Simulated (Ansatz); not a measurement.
# Fields on a plane of GaN (zinc blende)

```xyz
2
Lattice="0.0000 2.2490 2.2490 2.2490 0.0000 2.2490 2.2490 2.2490 0.0000" Properties=species:S:1:pos:R:3 pbc="T T T"
N      3.3734     3.3734     3.3734
Ga     0.0000     0.0000     0.0000
```

The slice is a {111} plane (indices of the conventional cell) through the point (0.750, 0.750, 0.750) (fractional), spanned by u = [100] and v = [-1 2 0] in vectors of this cell: u (3.18 Å) and v (5.51 Å, at 90° to u). It covers one period; positions are fractions (u, v).

Atoms on it: N at (0.00, 0.00); N at (0.50, 0.50). Other atoms lie within 1 Å of the plane.

Method: r2SCAN (plane waves to 500 eV, PAW, scalar-relativistic; Ansatz, a first-principles code). k mesh 13×13×13. Inside the PAW spheres the values are not all-electron values, and peaks at nuclei hang on which shells count as valence. GaN was relaxed with its symmetry unable to fall.

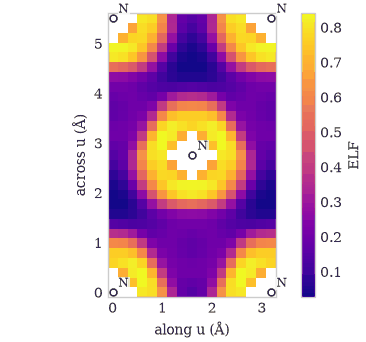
Figure. Electron localisation function (ELF), one period of the plane, atoms marked. Points within 0.4 Å of a nucleus are left white, as the pseudised field means little there.

| v \ u | 0.00 | 0.12 | 0.25 | 0.38 | 0.50 | 0.62 | 0.75 | 0.88 |
|---|---|---|---|---|---|---|---|---|
| 0.86 | 0.0 | -0.2 | -0.6 | -1.0 | -1.2 | -1.0 | -0.6 | -0.2 |
| 0.71 | 0.0 | -0.2 | -0.6 | -0.7 | -0.7 | -0.7 | -0.6 | -0.2 |
| 0.57 | -0.3 | -0.3 | -0.1 | 0.3 | 0.5 | 0.3 | -0.1 | -0.3 |
| 0.43 | -1.0 | -0.8 | -0.3 | 0.3 | 0.5 | 0.3 | -0.3 | -0.8 |
| 0.29 | -1.2 | -1.0 | -0.7 | -0.4 | -0.3 | -0.4 | -0.7 | -1.0 |
| 0.14 | -0.1 | -0.2 | -0.3 | -0.1 | 0.1 | -0.1 | -0.3 | -0.2 |
| 0.00 | 0.5 | 0.5 | -0.1 | -0.5 | -0.7 | -0.5 | -0.1 | 0.5 |

Values: log₁₀ of the valence density in e/Å³. The scale is logarithmic, as a density can span decades between atoms and voids.
